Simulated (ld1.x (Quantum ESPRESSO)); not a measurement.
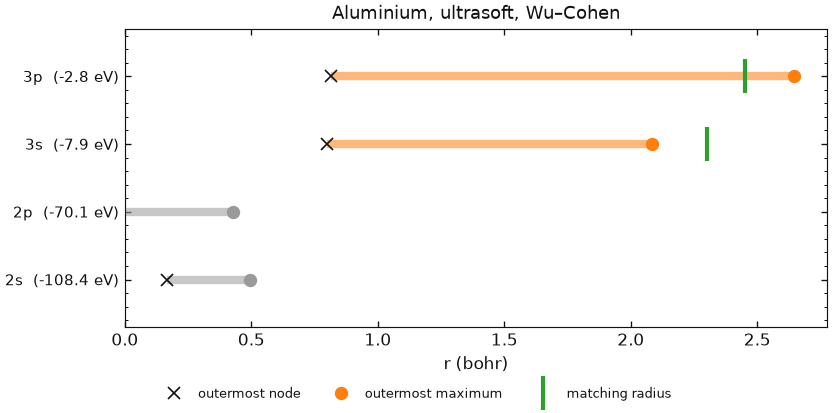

*Outer shells of the all-electron reference atom: each bar runs from the outermost node (or the nucleus) to the outermost maximum of u(r); the tick is the radius chosen for the pseudo-wave. Shells without a tick have no pseudo-wave of their own. Levels, nodes and maxima are from ld1.x, scalar-relativistic.*

- Radii against the shells: 3s: 2.30 bohr, outside the maximum; 3p: 2.45 bohr, between node and maximum.

Pseudopotential generation, with input and output: Al

- system: aluminium (Al, Z = 13), core [Ne], reference valence 3s1.75 3p1.25, valence charge 3.
- method: ultrasoft potential, Wu–Cohen, scalar-relativistic, made with ld1.x (Quantum ESPRESSO) 7.5

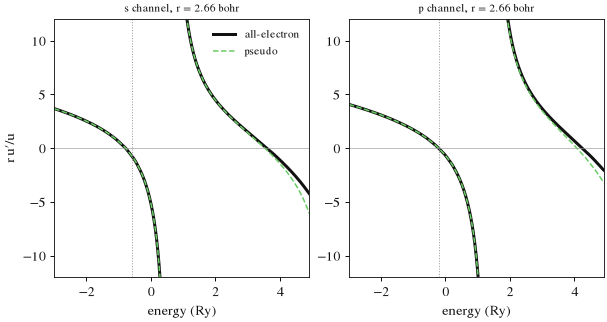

*Logarithmic derivatives r u′/u at the test radius against energy, all-electron atom (solid) and pseudo-atom (dashed). Here u = r R(r). The dotted line marks the reference energy of the channel.*

- Ghost states: the plot shows none: pseudo and all-electron curves have the same branches in all channels drawn. The separate test gives: no ghost state below the valence levels in the s, p, d, f channels.
- Zeros of the logarithmic derivative: s: all-electron -0.8 and 3.6 Ry, pseudo -0.8 and 3.5 Ry; p: all-electron -0.2 and 4.2 Ry, pseudo -0.2 and 4.1 Ry.
- Poles, where the radial function vanishes at the test radius: s: all-electron at 0.6 Ry, pseudo at 0.6 Ry; p: all-electron at 1.4 Ry, pseudo at 1.4 Ry.

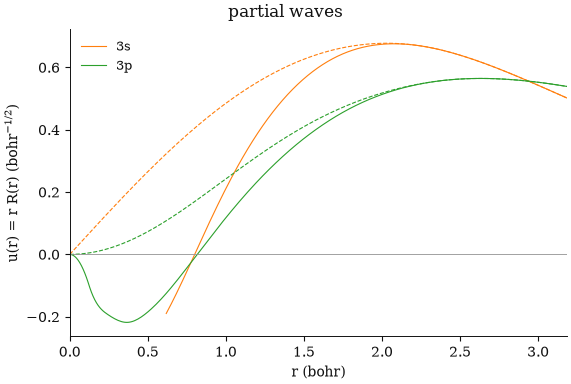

*Pseudo-waves (dashed) against the all-electron radial functions (solid). The innermost oscillations of some all-electron curves aren't drawn. Reference configuration 3s1.75 3p1.25.*

- Matching radii: 3s at 2.30 bohr; 3p at 2.45 bohr. The curves merge smoothly, so the plot gives these only roughly.
- Nodes of the pseudo-waves: 3s has no node; 3p has no node.
- Cutoffs needed: 6 Ry or less (loose) and 8 Ry (tight), as the cutoffs, on a coarse ladder, from which the occupation-weighted sum of valence levels, in a spherical-Bessel basis at the reference potential, stays within 10 and 1 mRy of its value at 400 Ry.

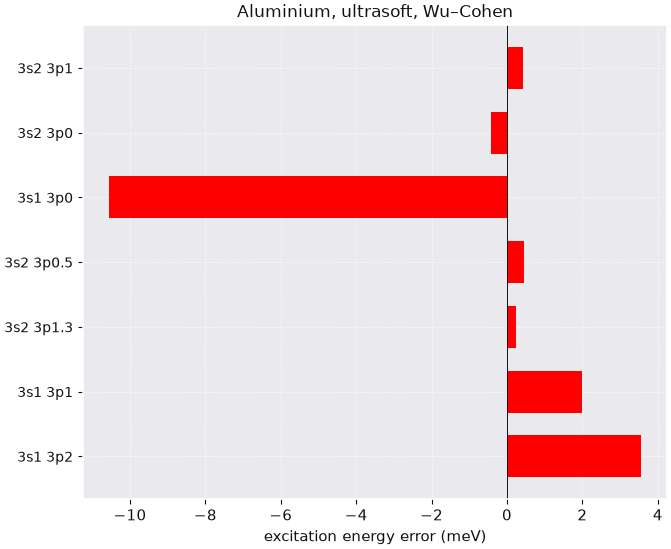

*Errors, all-electron minus pseudo, of the energies of valence configurations relative to the unpolarised reference 3s1.75 3p1.25.*

- Worst configuration: 3s1 3p0 (charge +2): the error is -11 meV on an all-electron energy of +23.66 eV relative to the reference, or 0.045 %.
- Configurations within 10 meV and within 50 meV: 6 and 7 of 7.
- Errors in meV: 3s2 3p1: +0.4; 3s2 3p0: -0.4; 3s1 3p0: -11; 3s2 3p0.5: +0.5; 3s2 3p1.3: +0.2; 3s1 3p1: +2.0; 3s1 3p2: +3.6.

Input and output of the run follow.

**Input file**
```
 &input
   title='Al', zed=13., rel=1, dft='WC', iswitch=3,
   config='[Ne] 3s1.75 3p1.25',
   nld=2, rlderiv=2.65, eminld=-3.0, emaxld=5.0, deld=0.02
 /
 &inputp
   pseudotype=3, tm=.true., lloc=-1, rcloc=1.80,
   nlcc=.false.,
   which_augfun='PSQ', rmatch_augfun_nc=.true.,
   file_pseudopw='Al.UPF', file_wfcaegen='ae.wfc', file_wfcncgen='nc.wfc', file_beta='beta', file_chi='chi', file_wfcusgen='us.wfc'
 /
4
3S  1  0   1.75   0.00  1.70  2.30  0.0
3S  1  0   0.00   1.10  1.70  2.30  0.0
3P  2  1   1.25   0.00  2.25  2.45  0.0
3P  2  1   0.00   0.10  2.25  2.45  0.0
 &test
   configts(1)='3s1.75 3p1.25'
 /
```

**Input of the test run**
```
 &input
   title='Al', zed=13., rel=1, dft='WC', iswitch=2,
   config='[Ne] 3s1.75 3p1.25'
 /
 &test
   file_pseudo='Al.UPF', nconf=8,
   configts(1)='3s1.75 3p1.25',
   configts(2)='3s2 3p1',
   configts(3)='3s2 3p0',
   configts(4)='3s1 3p0',
   configts(5)='3s2 3p0.5',
   configts(6)='3s2 3p1.3',
   configts(7)='3s1 3p1',
   configts(8)='3s1 3p2'
 /
```

Launched with:
```bash
ld1.x < Al.in > Al.out
```

**The program's output**
```
     Program LD1 v.7.5
     --------------------------- All-electron run ----------------------------

     Al
     scalar relativistic calculation

     atomic number is 13.00
     dft =WC   lsd =0 sic =0 latt =0  beta=0.20 tr2=1.0E-14
     Exchange-correlation= WC
                           (   1   4  11   4   0   0   0)
     mesh =1135 r(mesh) = 100.48924 a.u. xmin = -7.00 dx = 0.01250
     1 Ry =  13.60569312 eV, c = 137.03599908

     n l     nl                  e(Ry)          e(Ha)          e(eV)
     1 0     1S 1( 2.00)      -111.0138       -55.5069     -1510.4194
     2 0     2S 1( 2.00)        -7.9679        -3.9839      -108.4082
     2 1     2P 1( 6.00)        -5.1540        -2.5770       -70.1242
     3 0     3S 1( 1.75)        -0.5833        -0.2916        -7.9356
     3 1     3P 1( 1.25)        -0.2094        -0.1047        -2.8490

     final scf error:  9.7E-15 reached in  25 iterations

     Etot =    -484.848767 Ry,    -242.424384 Ha,   -6596.703537 eV

     Ekin =     485.727174 Ry,     242.863587 Ha,    6608.654872 eV
     Encl =   -1159.765639 Ry,    -579.882819 Ha,  -15779.415378 eV
     Eh   =     225.588789 Ry,     112.794394 Ha,    3069.291834 eV
     Exc  =     -36.399091 Ry,     -18.199546 Ha,    -495.234866 eV

     normalization and overlap integrals

     s(1S/1S) =  1.000000  <r> =   0.1203  <r2> =    0.0195  r(max) =   0.0789
     s(2S/2S) =  1.000000  <r> =   0.6267  <r2> =    0.4711  r(max) =   0.4954
     s(2P/2P) =  1.000000  <r> =   0.6032  <r2> =    0.4628  r(max) =   0.4264
     s(3S/3S) =  1.000000  <r> =   2.5312  <r2> =    7.4742  r(max) =   2.0856
     s(3P/3P) =  1.000000  <r> =   3.3787  <r2> =   13.7301  r(max) =   2.6447

     ------------------------ End of All-electron run ------------------------

     --------------------- Generating US pseudopotential ---------------------

      Generating local potential from pseudized AE potential:
      Matching radius rcloc =   1.8000

      Local pseudo, rcloc= 1.795 Estimated cut-off energy=     7.33 Ry
      Wfc-us  3S rcutus= 2.305  Estimated cut-off energy=     8.61 Ry
      Wfc-us  3S rcutus= 2.305  Estimated cut-off energy=    13.34 Ry
      Wfc-us  3P rcutus= 2.423  Estimated cut-off energy=    12.60 Ry
      Wfc-us  3P rcutus= 2.423  Estimated cut-off energy=    13.13 Ry

     Q pseudized with Bessel functions
     Expected ecutrho=      70.0331 due to l1=  0   l2=  1

     ------------------- End of pseudopotential generation -------------------

     --------------------------- All-electron run ----------------------------

     Al
     scalar relativistic calculation

     atomic number is 13.00
     dft =WC   lsd =0 sic =0 latt =0  beta=0.20 tr2=1.0E-14
     Exchange-correlation= WC
                           (   1   4  11   4   0   0   0)
     mesh =1135 r(mesh) = 100.48924 a.u. xmin = -7.00 dx = 0.01250
     1 Ry =  13.60569312 eV, c = 137.03599908

     n l     nl                  e(Ry)          e(Ha)          e(eV)
     1 0     1S 1( 2.00)      -111.0138       -55.5069     -1510.4194
     2 0     2S 1( 2.00)        -7.9679        -3.9839      -108.4082
     2 1     2P 1( 6.00)        -5.1540        -2.5770       -70.1242
     3 0     3S 1( 1.75)        -0.5833        -0.2916        -7.9356
     3 1     3P 1( 1.25)        -0.2094        -0.1047        -2.8490

     final scf error:  9.7E-15 reached in  25 iterations

     Etot =    -484.848767 Ry,    -242.424384 Ha,   -6596.703537 eV

     Ekin =     485.727174 Ry,     242.863587 Ha,    6608.654872 eV
     Encl =   -1159.765639 Ry,    -579.882819 Ha,  -15779.415378 eV
     Eh   =     225.588789 Ry,     112.794394 Ha,    3069.291834 eV
     Exc  =     -36.399091 Ry,     -18.199546 Ha,    -495.234866 eV

     normalization and overlap integrals

     s(1S/1S) =  1.000000  <r> =   0.1203  <r2> =    0.0195  r(max) =   0.0789
     s(2S/2S) =  1.000000  <r> =   0.6267  <r2> =    0.4711  r(max) =   0.4954
     s(2P/2P) =  1.000000  <r> =   0.6032  <r2> =    0.4628  r(max) =   0.4264
     s(3S/3S) =  1.000000  <r> =   2.5312  <r2> =    7.4742  r(max) =   2.0856
     s(3P/3P) =  1.000000  <r> =   3.3787  <r2> =   13.7301  r(max) =   2.6447

     ------------------------ End of All-electron run ------------------------

     Computing logarithmic derivative in   2.66131
     Computing logarithmic derivative in   2.66131
     Computing the partial wave expansion
     R is outside the sphere for l=    0 j= 0.00
     R is outside the sphere for l=    0 j= 0.00
     R is outside the sphere for l=    1 j= 0.00
     R is outside the sphere for l=    1 j= 0.00

     ---------------------- Testing the pseudopotential ----------------------

     Al
     scalar relativistic calculation

     atomic number is 13.00   valence charge is  3.00
     dft =WC   lsd =0 sic =0 latt =0  beta=0.20 tr2=1.0E-14
     mesh =1135 r(mesh) = 100.48924 xmin = -7.00 dx = 0.01250

     n l     nl             e AE (Ry)        e PS (Ry)    De AE-PS (Ry)
     1 0     3S   1( 1.75)       -0.58326       -0.58326        0.00000
     2 1     3P   1( 1.25)       -0.20940       -0.20940        0.00000

     eps = 1.9E-16  iter =  3

     Etot =    -484.848767 Ry,    -242.424384 Ha,   -6596.703537 eV
     Etotps =    -3.780263 Ry,      -1.890131 Ha,     -51.433097 eV

     Ekin =       1.383199 Ry,       0.691600 Ha,      18.819386 eV
     Encl =      -7.531298 Ry,      -3.765649 Ha,    -102.468531 eV
     Ehrt =       2.842851 Ry,       1.421426 Ha,      38.678964 eV
     Ecxc =      -1.161623 Ry,      -0.580811 Ha,     -15.804683 eV
     Epseu=       0.686607 Ry,       0.343304 Ha,       9.341766 eV

     ---------------------- End of pseudopotential test ----------------------
```

**Output of the test run (extracts)**
```
     ---------------------- Testing the pseudopotential ----------------------

     Al
     scalar relativistic calculation

     atomic number is 13.00   valence charge is  3.00
     dft =WC   lsd =0 sic =0 latt =0  beta=0.20 tr2=1.0E-14
     mesh =1135 r(mesh) = 100.48924 xmin = -7.00 dx = 0.01250

     n l     nl             e AE (Ry)        e PS (Ry)    De AE-PS (Ry)
     1 0     3S   1( 1.75)       -0.58326       -0.58326        0.00000
     2 1     3P   1( 1.25)       -0.20940       -0.20940        0.00000

     eps = 1.9E-16  iter =  3

     Etot =    -484.848767 Ry,    -242.424384 Ha,   -6596.703537 eV
     Etotps =    -3.780263 Ry,      -1.890131 Ha,     -51.433097 eV

     Ekin =       1.383199 Ry,       0.691600 Ha,      18.819386 eV
     Encl =      -7.531298 Ry,      -3.765649 Ha,    -102.468531 eV
     Ehrt =       2.842851 Ry,       1.421426 Ha,      38.678964 eV
     Ecxc =      -1.161623 Ry,      -0.580811 Ha,     -15.804683 eV
     Epseu=       0.686607 Ry,       0.343304 Ha,       9.341766 eV

     ---------------------- End of pseudopotential test ----------------------

     ---------------------- Testing the pseudopotential ----------------------

     Al
     scalar relativistic calculation

     atomic number is 13.00   valence charge is  3.00
     dft =WC   lsd =0 sic =0 latt =0  beta=0.20 tr2=1.0E-14
     mesh =1135 r(mesh) = 100.48924 xmin = -7.00 dx = 0.01250

     n l     nl             e AE (Ry)        e PS (Ry)    De AE-PS (Ry)
     1 0     3S   1( 2.00)       -0.56740       -0.56758        0.00018
     2 1     3P   1( 1.00)       -0.19694       -0.19689       -0.00005

     eps = 1.9E-15  iter =  9

     Etot =    -484.941810 Ry,    -242.470905 Ha,   -6597.969445 eV
     Etotps =    -3.873336 Ry,      -1.936668 Ha,     -52.699424 eV
     dEtot_ae =      -0.093043 Ry
     dEtot_ps =      -0.093073 Ry,   Delta E=       0.000031 Ry

     Ekin =       1.319784 Ry,       0.659892 Ha,      17.956580 eV
     Encl =      -7.638847 Ry,      -3.819424 Ha,    -103.931808 eV
     Ehrt =       2.891926 Ry,       1.445963 Ha,      39.346653 eV
     Ecxc =      -1.181565 Ry,      -0.590783 Ha,     -16.076017 eV
     Epseu=       0.735366 Ry,       0.367683 Ha,      10.005169 eV

     ---------------------- End of pseudopotential test ----------------------

     ---------------------- Testing the pseudopotential ----------------------

     Al
     scalar relativistic calculation

     atomic number is 13.00   valence charge is  3.00
     dft =WC   lsd =0 sic =0 latt =0  beta=0.20 tr2=1.0E-14
     mesh =1135 r(mesh) = 100.48924 xmin = -7.00 dx = 0.01250

     n l     nl             e AE (Ry)        e PS (Ry)    De AE-PS (Ry)
     1 0     3S   1( 2.00)       -1.08786       -1.08856        0.00070
     2 1     3P   1( 0.00)       -0.66446       -0.66465        0.00020

     eps = 6.6E-15  iter = 14

     Etot =    -484.520059 Ry,    -242.260029 Ha,   -6592.231229 eV
     Etotps =    -3.451523 Ry,      -1.725762 Ha,     -46.960367 eV
     dEtot_ae =       0.328709 Ry
     dEtot_ps =       0.328740 Ry,   Delta E=      -0.000031 Ry

     Ekin =       0.912133 Ry,       0.456067 Ha,      12.410208 eV
     Encl =      -5.792523 Ry,      -2.896262 Ha,     -78.811293 eV
     Ehrt =       1.515845 Ry,       0.757922 Ha,      20.624118 eV
     Ecxc =      -0.824408 Ry,      -0.412204 Ha,     -11.216638 eV
     Epseu=       0.737429 Ry,       0.368715 Ha,      10.033239 eV

     ---------------------- End of pseudopotential test ----------------------

     ---------------------- Testing the pseudopotential ----------------------

     Al
     scalar relativistic calculation

     atomic number is 13.00   valence charge is  3.00
     dft =WC   lsd =0 sic =0 latt =0  beta=0.20 tr2=1.0E-14
     mesh =1135 r(mesh) = 100.48924 xmin = -7.00 dx = 0.01250

     n l     nl             e AE (Ry)        e PS (Ry)    De AE-PS (Ry)
     1 0     3S   1( 1.00)       -1.73789       -1.73883        0.00094
     2 1     3P   1( 0.00)       -1.25985       -1.26205        0.00220

     eps = 1.8E-15  iter = 15

     Etot =    -483.109438 Ry,    -241.554719 Ha,   -6573.038754 eV
     Etotps =    -2.040158 Ry,      -1.020079 Ha,     -27.757769 eV
     dEtot_ae =       1.739329 Ry
     dEtot_ps =       1.740105 Ry,   Delta E=      -0.000775 Ry

     Ekin =       0.547992 Ry,       0.273996 Ha,       7.455813 eV
     Encl =      -3.063080 Ry,      -1.531540 Ha,     -41.675333 eV
     Ehrt =       0.404858 Ry,       0.202429 Ha,       5.508373 eV
     Ecxc =      -0.359916 Ry,      -0.179958 Ha,      -4.896912 eV
     Epseu=       0.429988 Ry,       0.214994 Ha,       5.850290 eV

     ---------------------- End of pseudopotential test ----------------------

     ---------------------- Testing the pseudopotential ----------------------

     Al
     scalar relativistic calculation

     atomic number is 13.00   valence charge is  3.00
     dft =WC   lsd =0 sic =0 latt =0  beta=0.20 tr2=1.0E-14
     mesh =1135 r(mesh) = 100.48924 xmin = -7.00 dx = 0.01250

     n l     nl             e AE (Ry)        e PS (Ry)    De AE-PS (Ry)
     1 0     3S   1( 2.00)       -0.81390       -0.81428        0.00038
     2 1     3P   1( 0.50)       -0.41732       -0.41735        0.00003

     eps = 1.3E-15  iter = 11

     Etot =    -484.789541 Ry,    -242.394771 Ha,   -6595.897730 eV
     Etotps =    -3.721071 Ry,      -1.860536 Ha,     -50.627752 eV
     dEtot_ae =       0.059226 Ry
     dEtot_ps =       0.059192 Ry,   Delta E=       0.000034 Ry

     Ekin =       1.157366 Ry,       0.578683 Ha,      15.746773 eV
     Encl =      -6.788721 Ry,      -3.394361 Ha,     -92.365261 eV
     Ehrt =       2.182750 Ry,       1.091375 Ha,      29.697830 eV
     Ecxc =      -1.013227 Ry,      -0.506613 Ha,     -13.785649 eV
     Epseu=       0.740760 Ry,       0.370380 Ha,      10.078554 eV

     ---------------------- End of pseudopotential test ----------------------

     ---------------------- Testing the pseudopotential ----------------------

     Al
     scalar relativistic calculation

     atomic number is 13.00   valence charge is  3.00
     dft =WC   lsd =0 sic =0 latt =0  beta=0.20 tr2=1.0E-14
     mesh =1135 r(mesh) = 100.48924 xmin = -7.00 dx = 0.01250

     n l     nl             e AE (Ry)        e PS (Ry)    De AE-PS (Ry)
     1 0     3S   1( 2.00)       -0.43754       -0.43766        0.00012
     2 1     3P   1( 1.30)       -0.08188       -0.08183       -0.00005

     eps = 7.4E-15  iter = 11

     Etot =    -484.983248 Ry,    -242.491624 Ha,   -6598.533241 eV
     Etotps =    -3.914762 Ry,      -1.957381 Ha,     -53.263045 eV
     dEtot_ae =      -0.134481 Ry
     dEtot_ps =      -0.134499 Ry,   Delta E=       0.000018 Ry

     Ekin =       1.377549 Ry,       0.688774 Ha,      18.742505 eV
     Encl =      -8.065189 Ry,      -4.032594 Ha,    -109.732480 eV
     Ehrt =       3.310185 Ry,       1.655093 Ha,      45.037367 eV
     Ecxc =      -1.266730 Ry,      -0.633365 Ha,     -17.234742 eV
     Epseu=       0.729423 Ry,       0.364712 Ha,       9.924306 eV

     ---------------------- End of pseudopotential test ----------------------

     ---------------------- Testing the pseudopotential ----------------------

     Al
     scalar relativistic calculation

     atomic number is 13.00   valence charge is  3.00
     dft =WC   lsd =0 sic =0 latt =0  beta=0.20 tr2=1.0E-14
     mesh =1135 r(mesh) = 100.48924 xmin = -7.00 dx = 0.01250

     n l     nl             e AE (Ry)        e PS (Ry)    De AE-PS (Ry)
     1 0     3S   1( 1.00)       -1.14447       -1.14381       -0.00067
     2 1     3P   1( 1.00)       -0.71535       -0.71559        0.00024

     eps = 7.9E-15  iter = 13

     Etot =    -484.093669 Ry,    -242.046835 Ha,   -6586.429907 eV
     Etotps =    -3.025312 Ry,      -1.512656 Ha,     -41.161468 eV
     dEtot_ae =       0.755098 Ry
     dEtot_ps =       0.754951 Ry,   Delta E=       0.000147 Ry

     Ekin =       1.226671 Ry,       0.613336 Ha,      16.689715 eV
     Encl =      -5.391994 Ry,      -2.695997 Ha,     -73.361814 eV
     Ehrt =       1.387482 Ry,       0.693741 Ha,      18.877661 eV
     Ecxc =      -0.753361 Ry,      -0.376680 Ha,     -10.249995 eV
     Epseu=       0.505889 Ry,       0.252944 Ha,       6.882966 eV

     ---------------------- End of pseudopotential test ----------------------

     ---------------------- Testing the pseudopotential ----------------------

     Al
     scalar relativistic calculation

     atomic number is 13.00   valence charge is  3.00
     dft =WC   lsd =0 sic =0 latt =0  beta=0.20 tr2=1.0E-14
     mesh =1135 r(mesh) = 100.48924 xmin = -7.00 dx = 0.01250

     n l     nl             e AE (Ry)        e PS (Ry)    De AE-PS (Ry)
     1 0     3S   1( 1.00)       -0.62685       -0.62616       -0.00069
     2 1     3P   1( 2.00)       -0.24381       -0.24385        0.00004

     eps = 3.8E-15  iter = 13

     Etot =    -484.564855 Ry,    -242.282428 Ha,   -6592.840721 eV
     Etotps =    -3.496612 Ry,      -1.748306 Ha,     -47.573832 eV
     dEtot_ae =       0.283912 Ry
     dEtot_ps =       0.283651 Ry,   Delta E=       0.000261 Ry

     Ekin =       1.586507 Ry,       0.793253 Ha,      21.585523 eV
     Encl =      -7.220361 Ry,      -3.610181 Ha,     -98.238020 eV
     Ehrt =       2.713232 Ry,       1.356616 Ha,      36.915405 eV
     Ecxc =      -1.110274 Ry,      -0.555137 Ha,     -15.106042 eV
     Epseu=       0.534284 Ry,       0.267142 Ha,       7.269302 eV

     ---------------------- End of pseudopotential test ----------------------
```

**Results in brief**

- outcome: generated
- cutoffs needed: 6 Ry or less and 8 Ry (the cutoffs, on a coarse ladder, from which the occupation-weighted sum of valence levels, in a spherical-Bessel basis at the reference potential, stays within 10 and 1 mRy of its value at 400 Ry); ghost states and empty shells don't enter this sum
- ghost test: no ghost state below the valence levels in the s, p, d, f channels (spherical-Bessel basis up to 400 Ry, 20 bohr box)
- largest excitation error: -11 meV (all-electron minus pseudo) for 3s1 3p0, out of 7 test configurations
- lowest eigenvalue of the overlap operator S in a Bessel basis (separate test): 0.45 (s channel)
- density cutoff estimated by the generator: 70 Ry
- range over which the phases arctan(r u′/u) at the test radius agree within 0.05 rad (a looser test near the poles than one of phase shifts): s: up to about 3.2 Ry; p: up to about 3.4 Ry
- hardware: 1 CPU thread, shared host
- wall time: 1.1 s
